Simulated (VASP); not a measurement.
Band structure of BeTe (zinc blende). All values below come from MS2 meta-GGA, VASP's PBE PAW potentials (set 64) (plane waves; VASP).

Unless said otherwise, spin-orbit coupling is left out, though it shifts the bands of the heavy elements here.

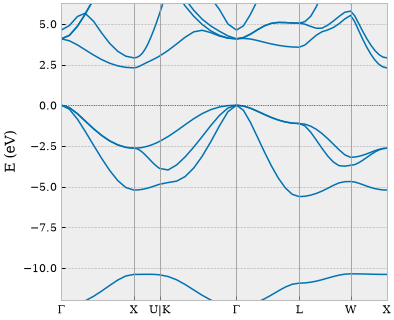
*Bands along high-symmetry lines, zero at the valence-band maximum or, without a gap, the Fermi level*

Question: Read the plot: is there a gap, and where are the band edges?

Answer: The gap is indirect, 2.30 eV, from the valence maximum at Γ to the conduction minimum at X.

Measured: gap 2.80 eV (computed value off by -0.50 eV), as given by Das et al., (2018), arXiv:1807.05623.

The compound is BeTe in the zinc blende structure. It was relaxed first.
